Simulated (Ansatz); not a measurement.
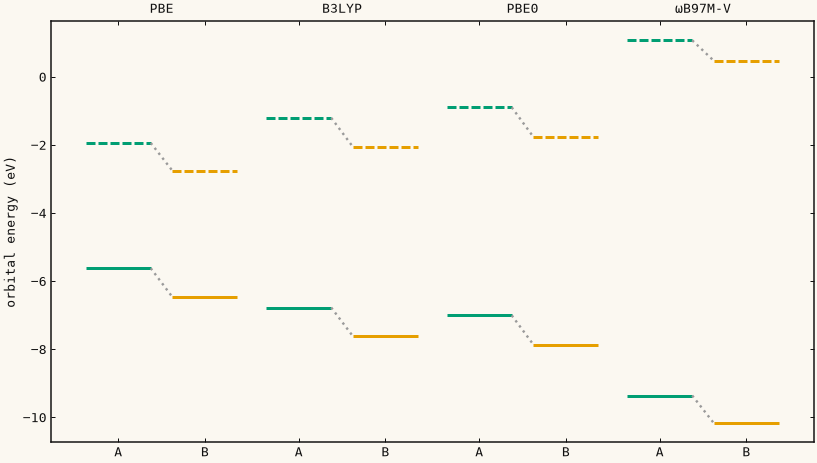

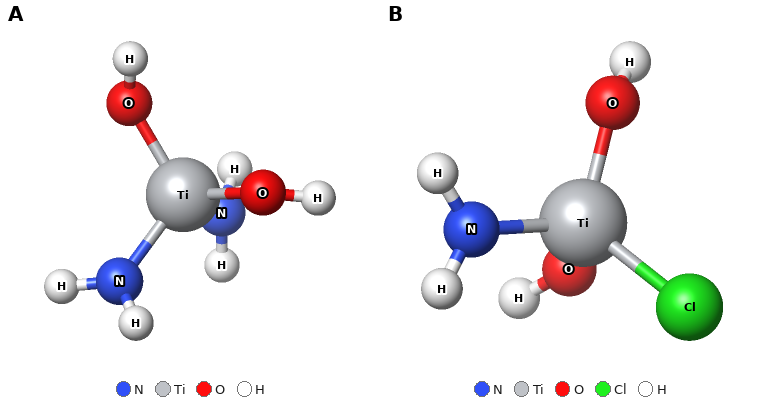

One change: A, TiN₂H₆O₂ (SMILES [NH2][Ti]([NH2])([OH])[OH]), becomes B, TiNH₄O₂Cl (SMILES [NH2][Ti]([OH])([OH])[Cl]). NH₂ on Ti is replaced by Cl. HOMO (solid) and LUMO (dashed) computed in def2-TZVPP at PBE0-D4/def2-TZVP geometries, both minima by their frequencies, gas phase, the Ansatz code. Empty levels above zero depend strongly on the basis.

Question: What does the change do to HOMO and LUMO?

Answer: PBE: the HOMO falls by 0.85 eV, the LUMO falls by 0.82 eV, and the separation goes from 3.68 to 3.71 eV. B3LYP: the HOMO falls by 0.84 eV, the LUMO falls by 0.85 eV, and the separation goes from 5.57 to 5.56 eV. PBE0: the HOMO falls by 0.86 eV, the LUMO falls by 0.87 eV, and the separation goes from 6.11 to 6.10 eV. ωB97M-V: the HOMO falls by 0.81 eV, the LUMO falls by 0.60 eV, and the separation goes from 10.43 to 10.64 eV.

Question: Do the functionals agree on the effect?

Answer: They agree on the direction for both levels; the HOMO shift lies between −0.86 and −0.81 eV and the LUMO shift between −0.87 and −0.60 eV, while the separations themselves differ by up to 6.9 eV between functionals.
